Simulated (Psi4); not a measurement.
**One shape, several levels: SiPH4 (SMILES [SiH2]P)**

Aim: a comparison of 4 runs (UHF/STO-3G, UB3LYP/6-31G*, UHSE06/def2-SVPD, UTPSSh/def2-SVPD) of SiPH4. 

The calculation is run with Psi4 1.11.

## (1) Starting point

SiPH4: 6 atoms, total charge 0, spin state doublet. SMILES: `[SiH2]P`. One bond was lengthened or shortened from a relaxed shape.

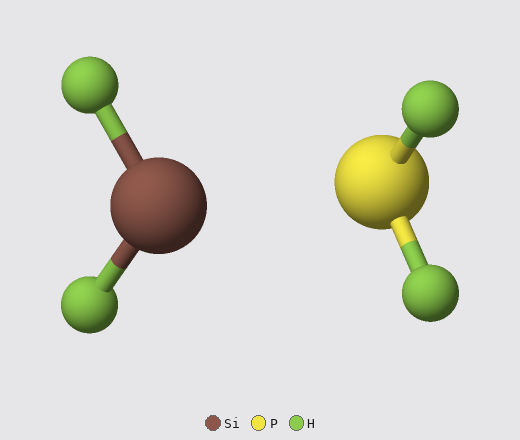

Viewed from a chosen angle; silicon brown, phosphorus yellow, hydrogen green.

## (2) The energy at UHF/STO-3G (run 1)

job.in

```
memory 1600 MB

molecule {
  0 2
  Si
  P 1 2.5526
  H 1 1.4665 2 109.73049
  H 1 1.466478 3 109.14001 2 -120.27961
  H 2 1.384327 1 96.40714 4 -73.69386
  H 2 1.384371 5 92.61215 1 96.73826
  symmetry c1
}

set globals {
  basis STO-3G
  reference uhf
  puream true
  e_convergence 1e-09
  d_convergence 1e-08
  scf_type pk
  maxiter 200
}

result, w = energy('hf', return_wfn=True)
oeprop(w, 'MULLIKEN_CHARGES', 'DIPOLE', 'LOWDIN_CHARGES', title='HF')
```

The run is started by

```sh
$ psi4 -n 1 job.in job.out
```

job.out:

```text
[...]
  Running in c1 symmetry.
[...]
  Nuclear repulsion =   75.761807079111875
[...]
  Multiplicity = 2
[...]
  Nalpha       = 17
  Nbeta        = 16
[...]
    Number of basis functions: 22
[...]
   @UHF iter   1:  -624.74227111277571   -1.99843e+00   4.78085e-03 ADIIS/DIIS
[...]
   @UHF iter  14:  -624.75693841273426   -1.36424e-12   7.07654e-09 DIIS
[...]
   @S^2 Observed:                7.627334714E-01
[...]
  @UHF Final Energy:  -624.75693841273426
   => Energetics <=
    Nuclear Repulsion Energy =             75.7618070791118754
    One-Electron Energy =               -1021.6327640573285862
    Two-Electron Energy =                 321.1140185654824108
    Total Energy =                       -624.7569384127342573
  UHF NO Occupations:
  HONO-2 :   15  A 1.9997988
  HONO-1 :   16  A 1.9940826
[...]
 Multipole Moments:
 ------------------------------------------------------------------------------------
     Multipole            Electronic (a.u.)      Nuclear  (a.u.)        Total (a.u.)
 ------------------------------------------------------------------------------------
 L = 1.  Multiply by 2.5417464519 to convert [e a0] to [Debye]
 Dipole X            :          0.0691894           -0.3951873           -0.3259979
 Dipole Y            :          0.0296272           -0.2170300           -0.1874028
 Dipole Z            :          1.6896788           -1.9831749           -0.2934961
 Magnitude           :                                                    0.4770056
[...]
```

Run time: 1.4 s. Hardware: 1 thread of Intel Xeon 6975P-C (Granite Rapids), shared host; peak memory 0.18 GiB.

## (3) Energy and gradient at UB3LYP/6-31G(d) (spherical functions) (run 2)

h4psi.xyz

```xyz
6
H4PSi
Si     0.196884    -1.309585    -0.141697
P     -0.338670     1.170000     0.142220
H     -0.230756    -2.048165     1.050883
H     -0.509396    -1.837775    -1.313337
H      0.434680     1.617150    -0.915300
H      0.656850     1.437980     1.066130
```

calc.py

```python
import psi4

psi4.set_memory(1600000000)
psi4.set_num_threads(1)
psi4.core.set_output_file('output.dat', False)

with open('h4psi.xyz') as f:
    atoms = ''.join(f.readlines()[2:])
geom = psi4.geometry('0 2\n' + atoms + 'symmetry c1')

psi4.set_options({
    'basis': '6-31G*',
    'reference': 'uks',
    'puream': True,
    'e_convergence': 1e-09,
    'd_convergence': 1e-08,
    'scf_type': 'pk',
    'dft_radial_points': 99,
    'dft_spherical_points': 590,
    'maxiter': 200,
})

result, w = psi4.gradient('b3lyp', molecule=geom, return_wfn=True)
psi4.oeprop(w, 'QUADRUPOLE', 'DIPOLE', 'MAYER_INDICES', title='B3LYP')
print('gradient / Eh bohr^-1')
print(result.np.round(6))
print(f'energy = {w.energy():.10f} Eh')
```

The run is started by

```sh
$ python calc.py
```

output.dat:

```text
[...]
  Running in c1 symmetry.
[...]
  Nuclear repulsion =   75.761798663899327
[...]
  Multiplicity = 2
[...]
  Nalpha       = 17
  Nbeta        = 16
[...]
    Number of basis functions: 44
[...]
   @UKS iter   1:  -633.13583440531215   -4.44359e-01   5.24602e-03 DIIS/ADIIS
[...]
   @UKS iter  12:  -633.18165017983654   -5.11591e-12   6.27617e-09 DIIS
[...]
   @S^2 Observed:                7.526588309E-01
[...]
  @UKS Final Energy:  -633.18165017983654
   => Energetics <=
    Nuclear Repulsion Energy =             75.7617986638993273
    One-Electron Energy =               -1026.1817482393657883
    Two-Electron Energy =                 354.0032322049115123
    DFT Exchange-Correlation Energy =     -36.7649328092816461
    Empirical Dispersion Energy =           0.0000000000000000
    VV10 Nonlocal Energy =                  0.0000000000000000
    Total Energy =                       -633.1816501798366517
[...]
  -Total Gradient:
     Atom            X                  Y                   Z
    ------   -----------------  -----------------  -----------------
       1       -0.006316067010    -0.042375785903    -0.003047680808
       2        0.017216895216     0.040428110753     0.001697986056
       3        0.004761183846     0.004349417924    -0.008166783904
       4        0.006599168249     0.002956688882     0.007486694844
       5       -0.009530164550    -0.003975170775     0.015295624174
       6       -0.012730577420    -0.001383814320    -0.013265937920
[...]
```

Standard output:

```text
gradient / Eh bohr^-1
[[-0.006316 -0.042376 -0.003048]
 [ 0.017217  0.040428  0.001698]
 [ 0.004761  0.004349 -0.008167]
 [ 0.006599  0.002957  0.007487]
 [-0.00953  -0.003975  0.015296]
 [-0.012731 -0.001384 -0.013266]]
energy = -633.1816501798 Eh
```

Wall time 9.9 s (1 thread of Intel Xeon 6975P-C (Granite Rapids), shared host); peak memory 0.6 GiB.

Run 3 isn't shown in full; the table further down has it.

## (4) Energy and gradient at UTPSSh/def2-SVPD (run 4)

calc.inp

```
memory 1.6 GB

molecule system {
  0 2
  Si     0.196884    -1.309585    -0.141697
  P     -0.338670     1.170000     0.142220
  H     -0.230756    -2.048165     1.050883
  H     -0.509396    -1.837775    -1.313337
  H      0.434680     1.617150    -0.915300
  H      0.656850     1.437980     1.066130
  symmetry c1
}

set {
  basis def2-SVPD
  reference uks
  puream true
  e_convergence 1e-09
  d_convergence 1e-08
  scf_type pk
  dft_radial_points 99
  dft_spherical_points 590
  maxiter 200
}

e, wfn = gradient("tpssh", return_wfn=True)
oeprop(wfn, "DIPOLE", "LOWDIN_CHARGES", "MAYER_INDICES", title="TPSSH")
```

The run is started by

```sh
$ psi4 -n 1 calc.inp calc.out
```

calc.out:

```text
[...]
  Running in c1 symmetry.
[...]
  Nuclear repulsion =   75.761798663899327
[...]
  Multiplicity = 2
[...]
  Nalpha       = 17
  Nbeta        = 16
[...]
    Number of basis functions: 80
[...]
   @UKS iter   1:  -632.99272984497054   -4.36076e-01   2.87897e-03 DIIS/ADIIS
[...]
   @UKS iter  12:  -633.03208567334434   -1.85310e-11   7.98588e-09 DIIS
[...]
   @S^2 Observed:                7.538926141E-01
[...]
  @UKS Final Energy:  -633.03208567334434
   => Energetics <=
    Nuclear Repulsion Energy =             75.7617986638993273
    One-Electron Energy =               -1025.7259549134244025
    Two-Electron Energy =                 358.1014065605473888
    DFT Exchange-Correlation Energy =     -41.1693359843666471
    Empirical Dispersion Energy =           0.0000000000000000
    VV10 Nonlocal Energy =                  0.0000000000000000
    Total Energy =                       -633.0320856733443406
[...]
  -Total Gradient:
     Atom            X                  Y                   Z
    ------   -----------------  -----------------  -----------------
       1       -0.005694985868    -0.042753580385    -0.003158883441
       2        0.018121876999     0.041219671604     0.001666360424
       3        0.004342058534     0.003743610745    -0.008458813540
       4        0.006247508497     0.002300562065     0.007758799357
       5       -0.009834573255    -0.003613520277     0.016056400883
       6       -0.013185828540    -0.000898930697    -0.013863631932
[...]
```

It took 35 s on 1 thread of Intel Xeon 6975P-C (Granite Rapids), shared host; peak memory 0.87 GiB.

## (5) All runs side by side

| run | level | task | integration grid | energy (Eh) | dipole moment (D) | HOMO energy (eV) | LUMO energy (eV) | wall time |
| --- | --- | --- | --- | --- | --- | --- | --- | --- |
| 1 | UHF/STO-3G | energy | – | -624.756938 | 1.21 | -5.56 | 5.66 | 1.4 s |
| 2 | UB3LYP/6-31G* (spherical functions) | gradient | 99 radial × 590 angular | -633.181650 | 0.84 | -5.77 | -3.06 | 9.9 s |
| 3 | UHSE06/def2-SVPD | energy | 99 radial × 590 angular | -632.762823 | 0.64 | -5.74 | -3.14 | 27 s |
| 4 | UTPSSh/def2-SVPD | gradient | 99 radial × 590 angular | -633.032086 | 0.63 | -5.65 | -3.22 | 35 s |

## (6) What came out

| quantity | value |
| --- | --- |
| run 4: total energy | -633.03209 Eh |
| run 4: dipole moment | 0.63 D |
| run 4: HOMO energy (highest over α and β) | -5.65 eV |
| run 4: LUMO energy (lowest over α and β) | -3.22 eV |
| run 4: ⟨S²⟩ | 0.754 |
| run 4: largest force on an atom | 2.317 eV/Å |

What this shows: The dipole moment (its size) runs from 0.63 D (UTPSSh/def2-SVPD) to 1.21 D (UHF/STO-3G). The two ends differ in method and basis. Totals of different functionals can't be ranked against each other. In run 1 the basis is minimal, so the values are rough. All runs together took 73 s, the longest 35 s.
